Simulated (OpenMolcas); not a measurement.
**SO₂: single-point calculation**

SO₂, computed with HF/ANO-S-MB, RHF (OpenMolcas 26.06).

The geometry comes from this level: PBE0-D4/def2-TZVP.

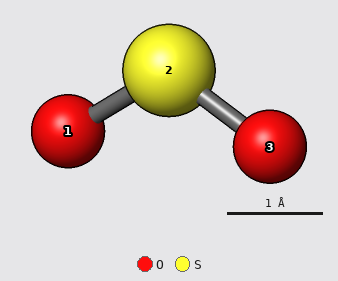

The input geometry (ball-and-stick view, seen at a tilt; atoms are numbered from 1 in the order of the input).

### The input
```
&GATEWAY
COORD
3
bohr
O     -1.84138693     1.22057410    -0.86834805
S      0.50931899     0.67535032     0.35298194
O      1.33206795    -1.89592443     0.51536611
BASIS
ANO-S-MB
GROUP
NoSym
&SEWARD
&SCF
PRORBITALS
1 1
```

Run on 1 thread of Arm Neoverse V1, 24 GiB of memory available, shared host.

Run as:
```bash
export MOLCAS_MEM=1860
pymolcas step1.inp > step1.log
```

### Log
```
--- Start Module: gateway ---

                                              &GATEWAY

                       available to each process: 1.9 GB of memory, 1 thread

++    Symmetry information:
      ---------------------

                    Character Table for C1

                             E
                    a        1  x, y, xy, Rz, z, xz, Ry, yz, Rx, I
--

++    Basis set information:
      ----------------------

      Basis set label: O.ANO-S...2S1P.

      Electronic valence basis set:
      ------------------
      Associated Effective Charge   8.000000 au
      Associated Actual Charge      8.000000 au
      Nuclear Model: Point charge

      Shell  nPrim  nBasis  Cartesian Spherical Contaminant
         s      10       2        X
         p       6       1        X

      Basis set label: S.ANO-S...3S2P.

      Electronic valence basis set:
      ------------------
      Associated Effective Charge  16.000000 au
      Associated Actual Charge     16.000000 au
      Nuclear Model: Point charge

      Shell  nPrim  nBasis  Cartesian Spherical Contaminant
         s      13       3        X
         p      10       2        X

      Basis set label: O.ANO-S...2S1P.

      Electronic valence basis set:
      ------------------
      Associated Effective Charge   8.000000 au
      Associated Actual Charge      8.000000 au
      Nuclear Model: Point charge

      Shell  nPrim  nBasis  Cartesian Spherical Contaminant
         s      10       2        X
         p       6       1        X
--

++    Molecular structure info:
      -------------------------

                    ************************************************
                    **** Cartesian Coordinates / bohr, angstrom ****
                    ************************************************

     Center  Label                x              y              z                     x              y              z
        1      O1              -1.841387       1.220574      -0.868348             -0.974420       0.645900      -0.459510
        2      S2               0.509319       0.675350       0.352982              0.269520       0.357380       0.186790
        3      O3               1.332068      -1.895924       0.515366              0.704900      -1.003280       0.272720

                    ***************************************
                    *    InterNuclear Distances / bohr    *
                    ***************************************

               1 O1            2 S2            3 O3
    1 O1       0.000000
    2 S2       2.704577        0.000000
    3 O3       4.658116        2.704577        0.000000

                    *******************************************
                    *    InterNuclear Distances / angstrom    *
                    *******************************************

               1 O1            2 S2            3 O3
    1 O1       0.000000
    2 S2       1.431200        0.000000
    3 O3       2.464969        1.431201        0.000000

                    **************************************
                    *    Valence Bond Angles / degree    *
                    **************************************
                          Atom centers                 Phi
                      1 O1       2 S2       3 O3       118.89
--

            Nuclear Potential Energy            108.39382182 au

--- Stop Module: gateway /rc=_RC_ALL_IS_WELL_ ---

--- Start Module: seward ---

                                              &SEWARD

                       available to each process: 1.9 GB of memory, 1 thread

               SEWARD will generate:
                  Multipole Moment integrals up to order  2
                  Kinetic Energy integrals
                  Nuclear Attraction integrals (point charge)
                  One-Electron Hamiltonian integrals
                  Velocity integrals
                  Orbital angular momentum around (  0.1272   0.1687   0.0882 )
                  Velocity quadrupole around (  0.1272   0.1687   0.0882 )
                  Two-Electron Repulsion integrals

                   Integrals are discarded if absolute value <: 1.00E-14
                   Integral cutoff threshold is set to       <: 1.00E-16

            Nuclear Potential Energy            108.39382182 au

      Basis set specifications :
      Symmetry species         a
      Basis functions           19

--- Stop Module: seward /rc=_RC_ALL_IS_WELL_ ---

--- Start Module: scf ---

                                                &SCF

                       available to each process: 1.9 GB of memory, 1 thread

++    Input section:
      --------------

      Header of the integral files:

      Cartesian coordinates in angstrom:
      -----------------------------------------------------
      No.  Label        X            Y            Z
      -----------------------------------------------------
       1   O1        -0.97442000   0.64590000  -0.45951000
       2   S2         0.26952000   0.35738000   0.18679000
       3   O3         0.70490000  -1.00328000   0.27272000
      -----------------------------------------------------
      Nuclear repulsion energy =  108.39382182
--

++    Orbital specifications:
      -----------------------

      Symmetry species               1
                                     a
      Frozen orbitals                0
      Occupied orbitals             16
      Secondary orbitals             3
      Deleted orbitals               0
      Total number of orbitals      19
      Number of basis functions     19
--

      Molecular charge                           0.000

++    Optimization specifications:
      ----------------------------

      SCF Algorithm: Conventional
      Minimized density differences are used
      Number of density matrices in core                 5
      Maximum number of NDDO SCF iterations            400
      Maximum number of HF SCF iterations              400
      Threshold for SCF energy change             1.00E-09
      Threshold for density matrix                1.00E-04
      Threshold for Fock matrix                   1.50E-04
      Threshold for linear dependence             1.00E-09
      Threshold at which DIIS is turned on        1.50E-01
      Maximum depth in the DIIS procedure                5
      Maximum depth in the BFGS Hessian update          30
      Threshold at which QNR/C2DIIS is turned on  7.50E-02
      Threshold for Norm(delta) (QNR/C2DIIS)      1.00E-03
      All orbitals punched on: SCFORB
--

      Input vectors read from INPORB
      Orbital file label: *Guess orbitals

++ Convergence information
                                   SCF        iterations: Energy and convergence statistics

Iter     Tot. SCF        One-elec.       Two-elec.     Energy      Max Dij or  Max Fij      DNorm      TNorm      AccCon     Time
         Energy          Energy          Energy        Change      Delta Norm                                                in Sec.
   1  -546.382558563  -965.661026461   310.884646079   0.00E+00    6.44E-01*   2.19E-01*    8.42E+00   8.93E+01   None         0.
   2  -546.666034192  -966.605977367   311.546121356  -2.83E-01*   1.32E-01*   8.08E-02*    2.24E+00   8.97E+01   EDIIS        0.
   3  -546.687636485  -966.696365962   311.614907658  -2.16E-02*   3.40E-02*   1.39E-02*    4.64E-01   8.96E+01   c2DIIS       0.
   4  -546.689747455  -966.781342619   311.697773345  -2.11E-03*   1.04E-02*   5.48E-03*    6.90E-02   8.97E+01   QNRc2DIIS    0.
   5  -546.690006854  -966.800097570   311.716268897  -2.59E-04*   8.72E-03*   2.95E-03*    1.29E-02   8.97E+01   QNRc2DIIS    0.
   6  -546.690076201  -966.816974870   311.733076849  -6.93E-05*   1.23E-03*   6.53E-04*    3.21E-03   8.97E+01   QNRc2DIIS    0.
   7  -546.690079251  -966.814834017   311.730932946  -3.05E-06*   9.30E-04    2.44E-04*    5.15E-04   8.97E+01   QNRc2DIIS    0.
   8  -546.690080074  -966.813480845   311.729578951  -8.23E-07*   5.49E-05    2.40E-05     3.71E-04   8.97E+01   QNRc2DIIS    0.
   9  -546.690080078  -966.813737035   311.729835137  -4.51E-09*   1.37E-05    5.24E-06     7.43E-05   8.97E+01   QNRc2DIIS    0.
  10  -546.690080078  -966.813745890   311.729843993  -1.28E-11    6.97E-06    5.33E-06     5.38E-05   8.97E+01   QNRc2DIIS    0.

       Convergence after  10 Iterations
--

 *****************************************************************************************************************************
 *                                             SCF/KS-DFT Program, Final results                                             *
 *                                                       Final Results                                                       *
 *****************************************************************************************************************************

::    Total SCF energy                               -546.6900800784
      One-electron energy                            -966.8137458904
      Two-electron energy                             311.7298439926
      Nuclear repulsion energy                        108.3938218195
      Kinetic energy (interpolated)                   548.3938296183
      Virial theorem                                    0.9968932007
      Total spin, S(S+1)                                0.0000000000
      Total spin, S                                     0.0000000000
      Max non-diagonal density matrix element           0.0000110222
      Max non-diagonal Fock matrix element              0.0000028253

      All orbitals with orbital energies smaller than  E(LUMO)+0.5 are printed

++    Molecular orbitals:
      -------------------

      Title: SCF orbitals

      Molecular orbitals for symmetry species 1: a

          Orbital            1         2         3         4         5         6         7         8         9        10
          Energy          -92.4270  -20.5408  -20.5407   -9.3963   -7.0827   -7.0733   -7.0730   -1.5794   -1.4380   -0.9115
          Occ. No.          2.0000    2.0000    2.0000    2.0000    2.0000    2.0000    2.0000    2.0000    2.0000    2.0000

          Orbital           11        12        13        14        15        16        17        18        19
          Energy           -0.7178   -0.7083   -0.6763   -0.5440   -0.4856   -0.4824   -0.0270    0.2949    0.3642
          Occ. No.          2.0000    2.0000    2.0000    2.0000    2.0000    2.0000    0.0000    0.0000    0.0000

--

++    Molecular charges:
      ------------------

      Mulliken charges per centre and basis function type
      ---------------------------------------------------

                O1      S2      O3
      1s       2.0002  2.0000  2.0002
      2s       1.9321  2.0001  1.9321
      2px      1.3537  1.9998  1.7313
      2pz      1.4352  1.9999  1.5493
      2py      1.8762  1.9998  1.3846
      3s       0.0000  1.6337  0.0000
      3px      0.0000  0.9982  0.0000
      3pz      0.0000  1.1177  0.0000
      3py      0.0000  1.0557  0.0000
      Total    8.5975 14.8050  8.5975

      N-E     -0.5975  1.1950 -0.5975

      Total electronic charge=   32.000000

      Total            charge=   -0.000000
--

++    Static properties:
      ------------------

      LoProp Charges per center

                   O1       S2       O3
      Nuclear      8.0000  16.0000   8.0000
      Electronic  -8.5459 -14.9083  -8.5459

      Total       -0.5459   1.0917  -0.5459
--

++    Natural Bond Order analysis
      ---------------------------
      Based on LoProp computed density
      -------------------------------------------------------------------------------------
      Atom A       Atom B       Bond Order
      -------------------------------------------------------------------------------------
      NBO located      0.998 non-bonded electrons on atom O1
      NBO located      0.966 non-bonded electrons on atom O1
      NBO located      0.990 non-bonded electrons on atom S2
      NBO located      1.000 non-bonded electrons on atom S2
      NBO located      1.000 non-bonded electrons on atom S2
      NBO located      0.999 non-bonded electrons on atom S2
      NBO located      0.999 non-bonded electrons on atom S2
      NBO located      0.997 non-bonded electrons on atom O3
      NBO located      0.997 non-bonded electrons on atom O3
      The remaining    7.266 electrons are to be considered as diffuse
--

++    Molecular properties:
      ---------------------

      Charge (e):
                      =   -0.0000
      Dipole Moment (debye):
      Origin of the operator (angstrom)=    0.0673    0.0893    0.0467
                   X=  1.1755E+00               Y=  1.5587E+00               Z=  8.1466E-01           Total=  2.1154E+00
      Quadrupole Moment (debye*angstrom):
      Origin of the operator (angstrom)=    0.0673    0.0893    0.0467
                  XX= -2.7676E+01              XY=  2.7623E+00              XZ= -2.3158E+00              YY= -2.8179E+01
                  YZ=  9.1480E-01              ZZ= -2.4027E+01
      In traceless form (debye*angstrom)
                  XX= -1.5727E+00              XY=  4.1434E+00              XZ= -3.4737E+00              YY= -2.3280E+00
                  YZ=  1.3722E+00              ZZ=  3.9008E+00
--

--- Stop Module: scf /rc=_RC_ALL_IS_WELL_ ---

.##################.
.# Happy landing! #.
.##################.

    Timing: Wall=1.52 User=1.14 System=0.38
```

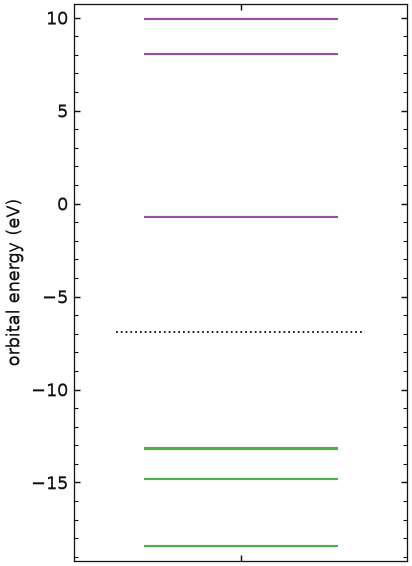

Orbital energies near the frontier; the dotted line parts filled from empty levels, and levels within 0.02 eV of each other stand side by side. Highest filled −13.13 eV, lowest empty −0.74 eV, 12.39 eV apart.

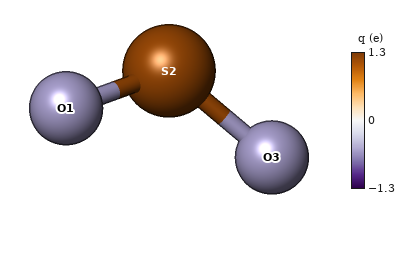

Mulliken charges, as the colour of each atom (ball-and-stick view, seen at a tilt; atoms are numbered from 1 in the order of the input). By element: O −0.60 and S +1.20 e.

### Summary

```tsv
quantity	value
outcome	converged
total energy	−546.690080 hartree
basis functions	19
HOMO	−13.13 eV
LUMO	−0.74 eV
dipole moment	2.12 debye
wall time	1.8 s
peak memory	0.37 GiB
```
